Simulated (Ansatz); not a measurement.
The calculation's input:

```
crystal:
  lattice:
    - [4.3855271515, 0.0, 0.0]
    - [-2.1927635758, 3.7979779222, 0.0]
    - [0.0, 0.0, 6.5082104998]
  atoms:
    - { symbol: Zn, position: [0.0, 0.0, 0.0] }
    - { symbol: H, position: [0.0, 0.0, 0.5577530948] }
    - { symbol: H, position: [0.0, 0.0, 0.4422469052] }
    - { symbol: H, position: [0.2166890544, 0.7833109456, 0.0] }
    - { symbol: H, position: [0.2166890544, 0.4333781089, 0.0] }
    - { symbol: H, position: [0.5666218911, 0.7833109456, 0.0] }
basis:
  ecutwfc: 420
kpoints:
  mp_grid: { grid: [12, 12, 6] }
hamiltonian:
  xc: pbe
scf:
  occupations: { method: gaussian, width: 0.1 }
output:
  forces: true
  stress: true
  eigenvalues: true
  write_density: true
  write_potential: true
  elf: true
  volumetric_format: npy
relax:
  adjacent_minimum: "off"
  f_tol: 0.01
  max_steps: 80
  cell: { stress_tol: 0.05 }
```

Launched as:

```sh
ansatz run input.yaml --threads 1 --pin off --max-ram 2560MiB --backend cpu --events-out ev --progress --plain --runs-dir out
```

Below, planes, directions and counts refer to the conventional cell (a = 4.39 Å, b = 4.39 Å, c = 6.51 Å, α = 90.00°, β = 90.00°, γ = 120.00°).

The fields are those of the relaxed geometry.

Space group P-6m2; a structure generated by program, which may or may not match a known phase; computed without spin polarisation.

Computed with DFT PBE, scalar-relativistic, plane waves, PAW (Ansatz).

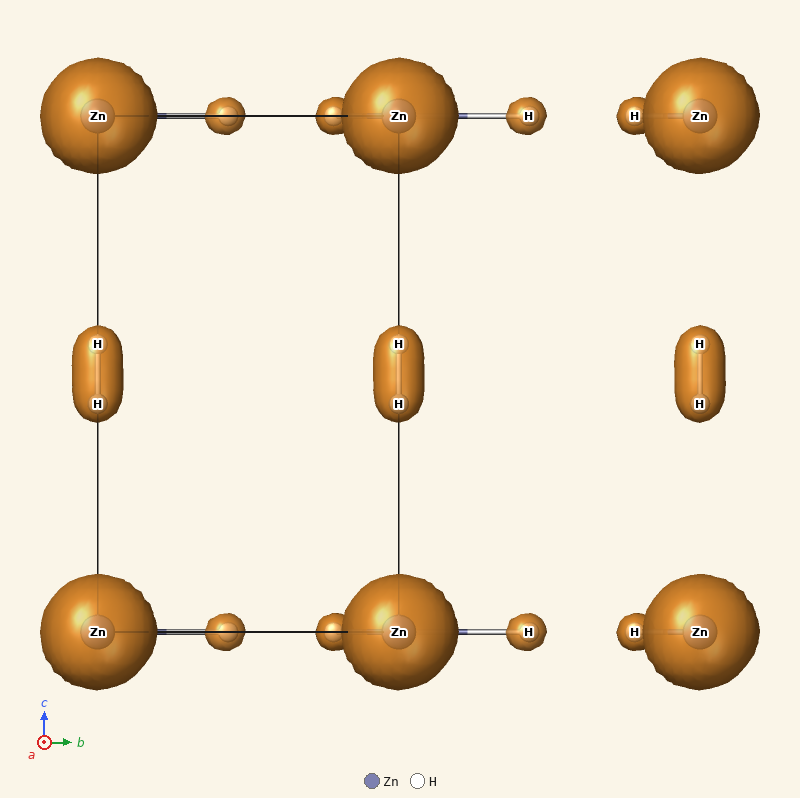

ZnH5. Isosurface of the valence electron density at 1 e/Å³ (orange), seen along the a axis. Sticks mark near contacts.

In a PAW calculation such maps are meaningful between the atoms, not at the nuclei.

What does this surface tell about the bonding?

At this value the density breaks into separate islands; it holds about 55 % of the electrons treated as valence. It bridges the shortest H–H (0.75 Å) contacts, where the density stays above the isovalue. It is pinched off along the shortest Zn–H (1.65 Å) contacts. On the grid the lowest density along these lines, outside the cores, is 1.8 e/Å³ (H–H, 0.75 Å) and 0.62 e/Å³ (Zn–H, 1.65 Å).
